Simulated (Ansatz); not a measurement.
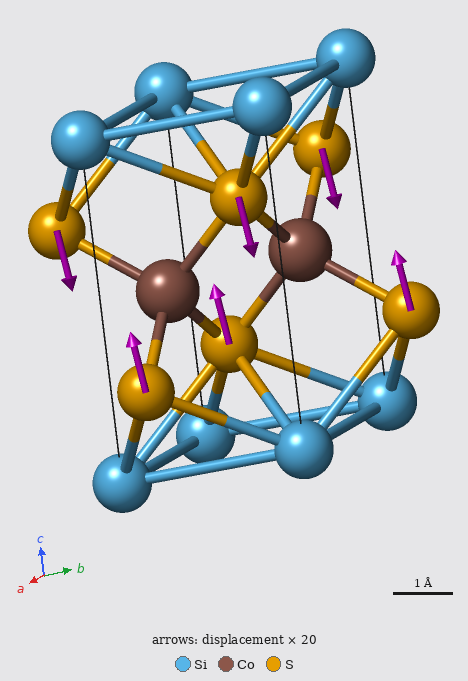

A relaxation of crystalline Co2SiS2 (a generated structure, set up in I4/mmm). The starting structure is drawn; purple arrows show the displacements, 20 times their true length.

A ball-and-stick model of the cell of the calculation, seen slightly off an axis.

The start is a swapped structure.

Theory: DFT, PAW plane waves, PBE, spin-orbit in Ansatz 0.2.0.

Input file:
```yaml
crystal:
  lattice:
    - [0.0, 3.535137, 0.0]
    - [3.535137, 0.0, 0.0]
    - [1.767569, 1.767569, -6.261015]
  atoms:
    - { symbol: Si, position: [0.0, 0.0, 0.0] }
    - { symbol: Co, position: [0.75, 0.25, 0.5], spin: 3, spin_axis: [0.26219, 0.26219, -0.92872] }
    - { symbol: Co, position: [0.25, 0.75, 0.5], spin: 3, spin_axis: [0.26219, 0.26219, -0.92872] }
    - { symbol: S, position: [0.36, 0.36, 0.28] }
    - { symbol: S, position: [0.64, 0.64, 0.72] }
  symmetry: { tolerance: 0.0003 }
kpoints:
  mp_grid: { grid: [5, 5, 5], shift: [0, 0, 0] }
magnetization:
  noncollinear: true
  spin_orbit: true
scf:
  occupations: { method: fermi_dirac }
  lower_state_search: "off"
hamiltonian:
  pseudopotentials: { kind: paw_fr }
  xc: pbe
basis:
  ecutwfc: 420
  fft_grid_basis: typed
relax:
  max_steps: 60
  f_tol: 0.03
output:
  forces: true
  stress: true
  eigenvalues: true
  bader: true
  populations: true
  elf: true
  write_potential: true
  volumetric_format: npy
  dos:
    e_range: [-12, 8]
    de: 0.05
    projected: { site_lists: { Co: [Co], S: [S], Si: [Si] } }
    method: { smearing: { sigma: 0.1, scheme: gaussian } }
  write_density: true
checkpoint:
  read: saved_state
```

Command:
```bash
ansatz run input.yaml --threads 2 --pin off --max-ram 3584MiB --backend cpu --events-out ev --progress --plain --runs-dir out
```

Describe the change and its energy.

Answer. Over 2 accepted moves (3 points after the start) the energy falls by 7.9 meV per atom. The largest force component goes from 0.69 to 0.014 eV/Å. 1 step only repeated the SCF at the same geometry. The largest moves, 0.054 Å, are those of S4 and S5. S5 goes along [1 1 −2]. Co and Si stay in place. The cell doesn't change. Some distances before and after: Co2–S4 2.241 → 2.208 Å, Si1–S4 3.053 → 3.085 Å. Bond angles that change, for instance: Co2–S5–Co2 104.1° → 106.4°, S4–Co3–S4 104.1° → 106.4°. The space group stays I4/mmm (No. 139). The program noted that the starting moments weren't kept. The run took roughly 5 core-minutes on a shared host.
